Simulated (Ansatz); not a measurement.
## Nudged elastic band of GaNH₆O₃ (part 2 of 2)

Continued. System: GaNH₆O₃. Method: RKS PBE-D4/def2-SVP (Ansatz 0.2.0). It belongs to a series of runs on one base structure; here: band between the two ends.

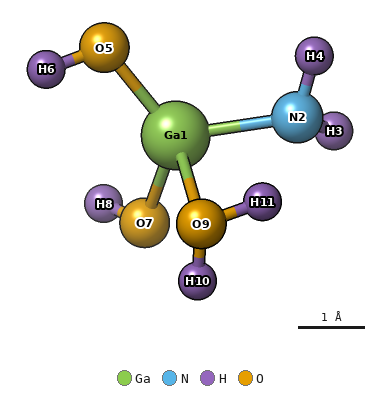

*The structure as given in the input (ball-and-stick view, seen at a tilt; atoms are numbered from 1 in the order of the input). Sticks mark near contacts.*

The last band as extended XYZ, continued:
```
11
Properties=species:S:1:pos:R:3:forces:R:3 image=6 energy=-60081.26543
Ga   -0.1862    0.3598    0.0947   -0.0019   0.0025   0.0237
N    -0.0432    0.1667    2.1847   -0.0003  -0.0040   0.0036
H    -0.8276   -0.3062    2.6502    0.0051  -0.0173  -0.0090
H     0.8455   -0.2361    2.5078    0.0054  -0.0271  -0.0199
O     1.3643   -0.5036   -0.3405   -0.0146   0.0065   0.0030
H     1.7277   -0.1504   -1.1723    0.0116   0.0122   0.0188
O    -1.8041   -0.3532   -0.3616    0.0019  -0.0015   0.0149
H    -1.6714   -1.1941   -0.8353   -0.0046  -0.0011   0.0123
O    -0.1770    2.1897    0.2570   -0.0163   0.0170  -0.0307
H    -1.0011    2.5576   -0.1084    0.0087   0.0240  -0.0490
H    -0.0662    1.1713    2.4199    0.0049  -0.0112   0.0321
11
Properties=species:S:1:pos:R:3:forces:R:3 image=7 energy=-60081.28521
Ga   -0.2140    0.3955    0.1057   -0.0024   0.0025   0.0030
N    -0.0309    0.1614    2.1850    0.0116  -0.0025   0.0023
H    -0.8139   -0.3470    2.6145   -0.0006  -0.0065  -0.0034
H     0.8543   -0.3064    2.4208   -0.0075  -0.0032  -0.0077
O     1.3194   -0.5037   -0.3283   -0.0082   0.0008   0.0040
H     1.7547   -0.0894   -1.0944    0.0060   0.0094   0.0089
O    -1.8357   -0.3643   -0.2585    0.0019  -0.0049   0.0083
H    -1.7052   -1.1787   -0.7772   -0.0041   0.0036   0.0056
O    -0.1827    2.2254    0.1602   -0.0054   0.0065  -0.0108
H    -0.9721    2.5849   -0.2823    0.0052   0.0049  -0.0182
H    -0.0131    1.1239    2.5507    0.0036  -0.0106   0.0079
11
Properties=species:S:1:pos:R:3:forces:R:3 image=8 energy=-60081.29078
Ga   -0.2262    0.4025    0.1086    0.0003  -0.0002  -0.0003
N    -0.0185    0.1649    2.1858   -0.0001  -0.0002   0.0001
H    -0.8182   -0.3567    2.5677   -0.0002   0.0004  -0.0009
H     0.8493   -0.3509    2.3830   -0.0004   0.0000   0.0009
O     1.2800   -0.5127   -0.3825   -0.0002  -0.0002  -0.0007
H     1.8204    0.0309   -0.9831    0.0008   0.0011  -0.0002
O    -1.8457   -0.4192   -0.1081    0.0005   0.0001   0.0030
H    -1.7633   -1.1458   -0.7515   -0.0008   0.0000  -0.0013
O    -0.1823    2.2303    0.0589    0.0006  -0.0006  -0.0002
H    -0.9625    2.5685   -0.4158   -0.0001  -0.0002  -0.0004
H     0.0278    1.0898    2.6332   -0.0004  -0.0002   0.0001
```

The run was set up as follows.

The input:
```yaml
crystal:
  periodic: [false, false, false]
  atoms:
    - { symbol: Ga, position_ang: [-0.031241, -0.046163, 0.366421] }
    - { symbol: "N", position_ang: [-0.032316, 0.101515, 2.259264] }
    - { symbol: H, position_ang: [-0.804447, -0.386762, 2.727623] }
    - { symbol: H, position_ang: [0.83999, -0.19364, 2.714095] }
    - { symbol: O, position_ang: [1.525866, -0.540148, -0.418525] }
    - { symbol: H, position_ang: [1.556397, -0.249251, -1.34793] }
    - { symbol: O, position_ang: [-1.67363, -0.179487, -0.416388] }
    - { symbol: H, position_ang: [-1.742599, -0.94745, -1.009747] }
    - { symbol: O, position_ang: [-0.17104, 2.083341, 0.565569] }
    - { symbol: H, position_ang: [-1.100414, 2.266013, 0.315163] }
    - { symbol: H, position_ang: [-0.205768, 1.793634, 1.540653] }
basis:
  gaussian: { orbitals: def2-SVP }
hamiltonian:
  xc: pbe
  dispersion: d4
neb:
  order_check: false
  images: 7
  f_tol: 0.05
  max_iterations: 60
  final_atoms:
    - { symbol: Ga, position_ang: [-0.22624684, 0.40252202, 0.10862285] }
    - { symbol: "N", position_ang: [-0.01848816, 0.1648659, 2.18576141] }
    - { symbol: H, position_ang: [-0.81819103, -0.35674314, 2.56771194] }
    - { symbol: H, position_ang: [0.84931221, -0.35087055, 2.3829713] }
    - { symbol: O, position_ang: [1.28004638, -0.51272234, -0.38245435] }
    - { symbol: H, position_ang: [1.82042904, 0.03092827, -0.98310118] }
    - { symbol: O, position_ang: [-1.84570773, -0.41917748, -0.10812762] }
    - { symbol: H, position_ang: [-1.76328562, -1.14575587, -0.75148058] }
    - { symbol: O, position_ang: [-0.18229766, 2.23026909, 0.05889898] }
    - { symbol: H, position_ang: [-0.96254436, 2.56847249, -0.4157798] }
    - { symbol: H, position_ang: [0.02777178, 1.0898136, 2.63317505] }
  initial_path:
    images:
      - { positions_ang: [[-0.031241, -0.046163, 0.366421], [-0.032316, 0.101515, 2.259264], [-0.804447, -0.386762, 2.727623], [0.83999, -0.19364, 2.714095], [1.525866, -0.540148, -0.418525], [1.556397, -0.249251, -1.34793], [-1.67363, -0.179487, -0.416388], [-1.742599, -0.94745, -1.009747], [-0.17104, 2.083341, 0.565569], [-1.100414, 2.266013, 0.315163], [-0.205768, 1.793634, 1.540653]] }
      - { positions_ang: [[-0.02269819, -0.03376277, 0.27456839], [-0.02386962, 0.07512259, 2.26419744], [-0.82179068, -0.36097833, 2.74759756], [0.84901291, -0.07722133, 2.73818835], [1.53278955, -0.40062636, -0.53763209], [1.63246066, -0.41973434, -1.27414163], [-1.64186073, -0.13591036, -0.53654488], [-1.81946333, -0.92467211, -0.93021875], [-0.19666764, 2.05384517, 0.59024785], [-1.12890165, 2.26559734, 0.349063], [-0.19821328, 1.65994249, 1.61087275]] }
      - { positions_ang: [[-0.01415538, -0.02136254, 0.18271578], [-0.01542325, 0.04873019, 2.26913089], [-0.83913437, -0.33519466, 2.76757211], [0.85803581, 0.03919735, 2.76228169], [1.5397131, -0.26110471, -0.65673918], [1.70852433, -0.59021767, -1.20035325], [-1.61009145, -0.09233372, -0.65670175], [-1.89632766, -0.90189423, -0.85069051], [-0.22229529, 2.02434935, 0.61492671], [-1.15738929, 2.26518167, 0.38296301], [-0.19065856, 1.52625098, 1.68109251]] }
      - { positions_ang: [[-0.00561257, -0.00896231, 0.09086316], [-0.00697687, 0.02233778, 2.27406433], [-0.85647805, -0.30941099, 2.78754667], [0.86705872, 0.15561602, 2.78637504], [1.54663666, -0.12158307, -0.77584626], [1.78458799, -0.76070101, -1.12656488], [-1.57832218, -0.04875707, -0.77685863], [-1.97319199, -0.87911634, -0.77116226], [-0.24792293, 1.99485352, 0.63960556], [-1.18587694, 2.26476601, 0.41686301], [-0.18310384, 1.39255947, 1.75131226]] }
      - { positions_ang: [[0.00293025, 0.00343792, -0.00098945], [0.0014695, -0.00405463, 2.27899777], [-0.87382174, -0.28362733, 2.80752122], [0.87608163, 0.2720347, 2.81046838], [1.55356021, 0.01793858, -0.89495335], [1.86065165, -0.93118435, -1.0527765], [-1.5465529, -0.00518043, -0.89701551], [-2.05005632, -0.85633846, -0.69163402], [-0.27355058, 1.9653577, 0.66428442], [-1.21436458, 2.26435035, 0.45076301], [-0.17554911, 1.25886795, 1.82153202]] }
      - { positions_ang: [[-0.05436403, 0.10320894, 0.02641363], [-0.00351991, 0.03817551, 2.25568868], [-0.85991406, -0.30190628, 2.7475689], [0.86938927, 0.11630839, 2.70359411], [1.48518175, -0.11472665, -0.7668286], [1.850596, -0.69065619, -1.03535767], [-1.62134161, -0.10867969, -0.69979354], [-1.97836364, -0.92869281, -0.70659566], [-0.25073735, 2.03158554, 0.51293806], [-1.15140953, 2.34038088, 0.23412731], [-0.12471889, 1.21660437, 2.02444278]] }
      - { positions_ang: [[-0.1116583, 0.20297997, 0.0538167], [-0.00850933, 0.08040564, 2.23237959], [-0.84600638, -0.32018523, 2.68761658], [0.86269692, -0.03941793, 2.59671984], [1.41680329, -0.24739188, -0.63870385], [1.84054035, -0.45012804, -1.01793884], [-1.69613032, -0.21217895, -0.50257156], [-1.90667097, -1.00104716, -0.7215573], [-0.22792412, 2.09781339, 0.3615917], [-1.08845447, 2.41641142, 0.01749161], [-0.07388867, 1.17434078, 2.22735354]] }
      - { positions_ang: [[-0.16895257, 0.302751, 0.08121977], [-0.01349875, 0.12263577, 2.2090705], [-0.83209871, -0.33846419, 2.62766426], [0.85600456, -0.19514424, 2.48984557], [1.34842483, -0.38005711, -0.5105791], [1.83048469, -0.20959988, -1.00052001], [-1.77091903, -0.31567822, -0.30534959], [-1.8349783, -1.07340152, -0.73651894], [-0.20511089, 2.16404124, 0.21024534], [-1.02549941, 2.49244195, -0.1991441], [-0.02305844, 1.13207719, 2.4302643]] }
      - { positions_ang: [[-0.22624684, 0.40252202, 0.10862285], [-0.01848816, 0.1648659, 2.18576141], [-0.81819103, -0.35674314, 2.56771194], [0.84931221, -0.35087055, 2.3829713], [1.28004638, -0.51272234, -0.38245435], [1.82042904, 0.03092827, -0.98310118], [-1.84570773, -0.41917748, -0.10812762], [-1.76328562, -1.14575587, -0.75148058], [-0.18229766, 2.23026909, 0.05889898], [-0.96254436, 2.56847249, -0.4157798], [0.02777178, 1.0898136, 2.63317505]] }
```

Run as:
```bash
ansatz run input.yaml --threads 4 --pin off --max-ram 5120MiB --backend cpu --events-out ev --progress --plain --runs-dir out
```

Key numbers:

```csv
quantity,value
outcome,converged
"barrier, forward",0.074 eV
"barrier, backward",0.634 eV
hardware,"4 threads of Intel Xeon @ 3.00GHz (Skylake/Cascade Lake), 12 GiB of memory available, shared host"
wall time,2.1 min (CPU time 7.6 min)
peak memory,0.21 GiB
```

Remarks:

The order of the saddle point was not checked.
